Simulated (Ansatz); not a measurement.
**AlOF2 (SMILES [O][Al]([F])[F]): UB3LYP/STO-3G**

Aim: the electronic atomisation energy of AlOF2 at UB3LYP/STO-3G, from 4 runs. 

The results are computed with Ansatz 0.2.0.

61 further runs of the same task are left out: 15 that didn't finish, 46 set aside as unsound or not needed.

### 1 The structure to begin with

AlOF2 has 4 atoms, charge 0, and is taken as a doublet. As SMILES, `[O][Al]([F])[F]`. The coordinates come from a PBE0-D4/def2-TZVP relaxation.

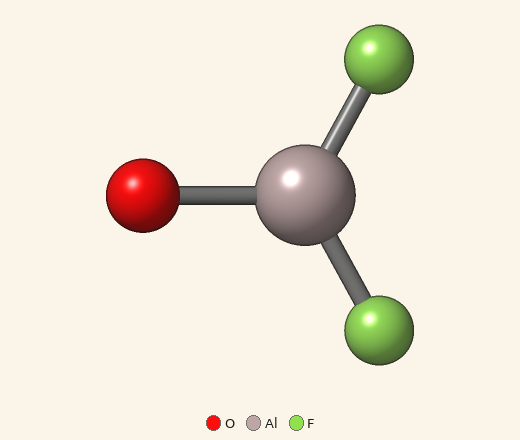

The structure, seen from a chosen angle (oxygen red, aluminium light grey, fluorine green).

### 2 A single-point energy at UB3LYP/STO-3G

input.yaml reads:

```yaml
basis:
  gaussian:
    orbitals: STO-3G
crystal:
  periodic: [false, false, false]
  atoms:
    - {symbol: O, position_ang: [0.682900, -0.910900, 1.260000]}
    - {symbol: Al, position_ang: [-0.000600, 0.004300, -0.032400]}
    - {symbol: F, position_ang: [-1.477200, -0.401600, -0.592500]}
    - {symbol: F, position_ang: [0.850400, 1.247900, -0.655300]}
accuracy: high
hamiltonian:
  xc: {name: B3LYP}
magnetization:
  spin_polarized: true
  initial_magnetization: 1
```

The run is started by

```bash
$ ansatz run input.yaml --threads 1 --pin off --max-ram 2610MiB --events-out events.jsonl --progress --plain --runs-dir runs
```

What it wrote:

```text
Warning: RAYON_NUM_THREADS=1 ignored (pool sized by the plan → 1); use --threads N
Functional definition: B3LYP
  name "B3LYP"
  parameter a0 = 0.2
  parameter ax = 0.72
  parameter ac = 0.81
  exchange = (1 - a0 - ax)*slater_x + ax*b88_x + a0*exact_x
  correlation = (1 - ac)*vwn_rpa_c + ac*lyp_c
447 factors; integrals over basis functions are off by at most 2.6e-8 eV
mean field evaluation 1: about -13887.6989 eV, gradient 2.0e1 eV
mean field evaluation 2: about -13886.9020 eV, gradient 2.5e1 eV
mean field evaluation 4: about -13891.0986 eV, gradient 2.8e-1 eV
mean field evaluation 8: about -13891.0931 eV, gradient 4.6e-3 eV
mean field evaluation 16: about -13891.0931 eV, gradient 1.1e-4 eV
mean field -13891.09313827 eV, -510.4882571102 hartree, gradient 7.1e-8 eV, S^2 0.752719; 2 other end points of the search recorded, 0 dependent functions left out
reference -13891.09315927 eV, -510.4882578820 hartree; 20, 19 occupied and 4, 5 virtual orbitals, 447 factors
Total energy: -13891.09315927 eV, -510.4882578820 hartree
```

Run time: 2.7 s. Hardware: 1 thread of Arm Neoverse V2, shared host; peak memory 0.14 GiB.

### 3 The Al atom, same level

run.yaml reads:

```yaml
crystal:
  periodic: [false, false, false]
  atoms:
    - {symbol: Al, position_ang: [0.000000, 0.000000, 0.000000]}
basis:
  gaussian:
    orbitals: STO-3G
magnetization:
  spin_polarized: true
  initial_magnetization: 1
hamiltonian:
  xc: {name: B3LYP}
accuracy: high
```

The run is started by

```bash
$ ansatz run run.yaml --threads 1 --pin off --max-ram 2610MiB --events-out events.jsonl --progress --plain --runs-dir runs
```

What it wrote:

```text
Warning: RAYON_NUM_THREADS=1 ignored (pool sized by the plan → 1); use --threads N
Functional definition: B3LYP
  name "B3LYP"
  parameter a0 = 0.2
  parameter ax = 0.72
  parameter ac = 0.81
  exchange = (1 - a0 - ax)*slater_x + ax*b88_x + a0*exact_x
  correlation = (1 - ac)*vwn_rpa_c + ac*lyp_c
42 factors; integrals over basis functions are off by at most 1.7e-9 eV
mean field evaluation 1: about -6512.3969 eV, gradient 8.1e-1 eV
mean field evaluation 2: about -6512.3989 eV, gradient 1.4e-1 eV
mean field evaluation 4: about -6512.3986 eV, gradient 3.4e-3 eV
mean field evaluation 8: about -6512.3986 eV, gradient 3.7e-9 eV
mean field -6512.39864901 eV, -239.3262360887 hartree, gradient 3.0e-9 eV, S^2 0.750001; 0 other end points of the search recorded, 0 dependent functions left out
reference -6512.39866996 eV, -239.3262368587 hartree; 7, 6 occupied and 2, 3 virtual orbitals, 42 factors
Total energy: -6512.39866996 eV, -239.3262368587 hartree
```

Wall time 0.34 s (1 thread of Arm Neoverse V2, shared host).

### 4 The F atom

molecule.yaml reads:

```yaml
crystal:
  periodic: [false, false, false]
  atoms:
    - {symbol: F, position_ang: [0.000000, 0.000000, 0.000000]}
basis:
  gaussian: {orbitals: STO-3G}
magnetization: {spin_polarized: true, initial_magnetization: 1}
hamiltonian: {xc: {name: B3LYP}}
accuracy: high
```

The run is started by

```bash
$ ansatz run molecule.yaml --threads 1 --pin off --max-ram 2610MiB --events-out events.jsonl --progress --plain --runs-dir runs
```

What it wrote:

```text
Warning: RAYON_NUM_THREADS=1 ignored (pool sized by the plan → 1); use --threads N
Functional definition: B3LYP
  name "B3LYP"
  parameter a0 = 0.2
  parameter ax = 0.72
  parameter ac = 0.81
  exchange = (1 - a0 - ax)*slater_x + ax*b88_x + a0*exact_x
  correlation = (1 - ac)*vwn_rpa_c + ac*lyp_c
15 factors; integrals over basis functions are off by at most 1.2e-9 eV
mean field evaluation 1: about -2674.0343 eV, gradient 2.4e-12 eV
mean field evaluation 2: about -2674.0352 eV, gradient 9.9e-12 eV
mean field -2674.03521515 eV, -98.2689816307 hartree, gradient 0.0e0 eV, S^2 0.750000; 0 other end points of the search recorded, 0 dependent functions left out
reference -2674.03522206 eV, -98.2689818845 hartree; 5, 4 occupied and 0, 1 virtual orbitals, 15 factors
Total energy: -2674.03522206 eV, -98.2689818845 hartree
```

Run time: 0.16 s. Hardware: 1 thread of Arm Neoverse V2, shared host.

### 5 The O atom

in.yaml reads:

```yaml
crystal:
  periodic: [false, false, false]
  atoms:
    - symbol: O
      position_ang: [0.000000, 0.000000, 0.000000]
basis:
  gaussian: {orbitals: STO-3G}
hamiltonian: {xc: {name: B3LYP}}
accuracy: high
magnetization: {spin_polarized: true, initial_magnetization: 2}
```

Run the same way, it converges to -74.03486 Eh (log not shown).

### 6 Summary of results

Level: UB3LYP/STO-3G.

```
                     quantity          value
       molecule: total energy  -510.48826 Eh
               molecule: ⟨S²⟩          0.753
        Al atom: total energy  -239.32624 Eh
                Al atom: ⟨S²⟩          0.750
         F atom: total energy   -98.26898 Eh
                 F atom: ⟨S²⟩          0.750
         O atom: total energy   -74.03486 Eh
                 O atom: ⟨S²⟩          2.000
electronic atomisation energy      16.033 eV
```

In words: Taking the molecule apart into free atoms costs 16.03 eV (370 kcal/mol), before zero-point energy and without spin-orbit coupling. In a minimal basis such a difference can be off by several eV, whatever the method.
